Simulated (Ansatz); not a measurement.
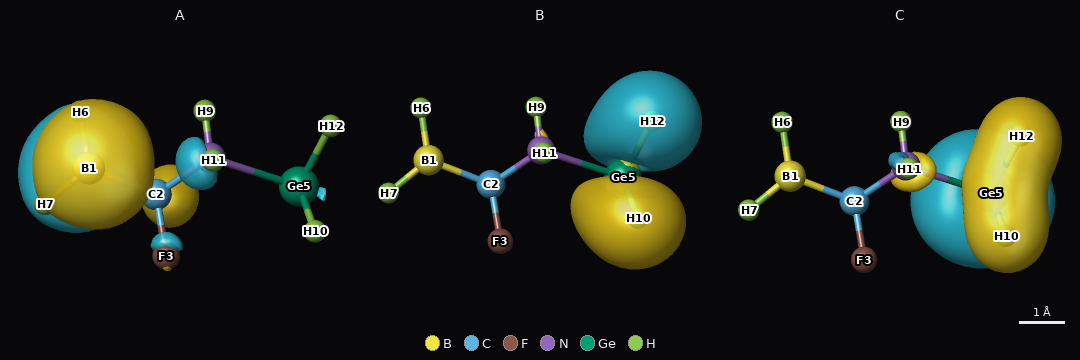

*CH7BFGeN. Three frontier orbitals at ±0.1 Å⁻³ᐟ² (yellow and cyan are the two phases), in no order.*

Level of theory: RKS PBE-D4/def2-SVP in Ansatz.

```yaml
atoms:
  - { symbol: B, position_ang: [-1.7206, -0.6495, 1.3166] }
  - { symbol: C, position_ang: [-0.3031, -0.2152, 0.7948] }
  - { symbol: F, position_ang: [0.3987, 0.6149, 1.6428] }
  - { symbol: N, position_ang: [-0.2342, 0.3949, -0.5500] }
  - { symbol: Ge, position_ang: [1.8118, 0.4745, -1.3285] }
  - { symbol: H, position_ang: [-2.4857, -1.1717, 0.5286] }
  - { symbol: H, position_ang: [-1.9969, -0.5700, 2.4939] }
  - { symbol: H, position_ang: [0.2733, -1.1860, 0.7038] }
  - { symbol: H, position_ang: [-0.7630, -0.1799, -1.2219] }
  - { symbol: H, position_ang: [1.9623, 1.9933, -0.8262] }
  - { symbol: H, position_ang: [-0.6775, 1.3269, -0.5431] }
  - { symbol: H, position_ang: [1.1659, 0.9373, -2.7371] }
```

Question: Order the three orbitals by energy and name them.

Answer: B is the HOMO−1 (−6.51 eV). By Hirshfeld shares it lies mainly on Ge5 (about 45 %), H12 (about 30 %) and H10 (about 25 %). C is the HOMO (−4.65 eV). It lies mainly on Ge5 (about 70 %), H10 (about 10 %) and H12 (about 10 %). A is the LUMO (−3.62 eV). Its weight (Hirshfeld) is mainly on B1 (about 65 %), C2 (about 10 %), H7 (about 5 %) and H6 (about 5 %).

Question: What is the HOMO–LUMO gap?

Answer: 1.03 eV between the orbital energies.
